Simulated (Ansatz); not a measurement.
# How thick a slab does the work function of V need?

Slabs of V from 1 to 13 layers are run on 3 faces. From which thickness on does the work function stay within 0.05 eV of the thickest slab's, and does that depend on the face?

**Method.** Ansatz 0.2.0, plane waves with PAW datasets (its set soft_2), PBE; symmetric slabs at bulk places and the tabulated experimental lattice constant, 18 Å of vacuum, one k-mesh a face (spacing 0.16 Å⁻¹, 2π included), Fermi-Dirac smearing of 0.1 eV.

What came out:

```
layers  V(100) (eV)  V(110) (eV)  V(111) (eV)
     1        4.165        4.701        3.960
     2        3.936        4.716        3.736
     3        3.819        4.786        3.567
     4        3.856        4.789        3.618
     5        3.845        4.772        3.524
     6        3.847        4.773        3.468
     7        3.857        4.775            -
     8        3.855        4.773        3.495
    10        3.855        4.774        3.486
    11            -            -        3.483
    13        3.855        4.774        3.497
```

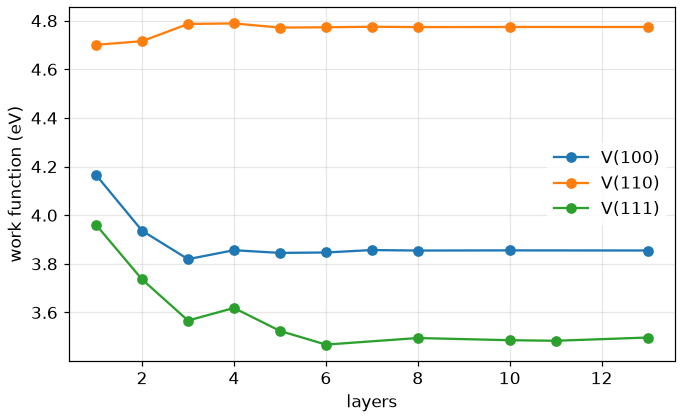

Work function against thickness.

What this shows: Within 0.05 eV of the 13-layer value: V(100) from 3 layers on, V(110) from 3 layers on and V(111) from 5 layers on. In length between the outer atoms these thicknesses are 3.0 Å, 4.3 Å and 3.5 Å. From four layers on the values span 0.012 to 0.151 eV, most on V(111). Thirteen layers cost about 7 to 8 times the CPU time of four.

Caveats: The 13-layer slab is the reference and is itself not proved converged. Thicknesses missing from the table have no sound run at this vacuum, and where values alternate they could fall outside the band. The smearing damps swings with thickness. The slabs are unrelaxed and unreconstructed, and the CPU ratio is rough.

[Logs are printed without paths, hosts, clocks, repeated set-up lines and the standing remarks that a program may print on its own settings, such as how far it seeks lower states.]
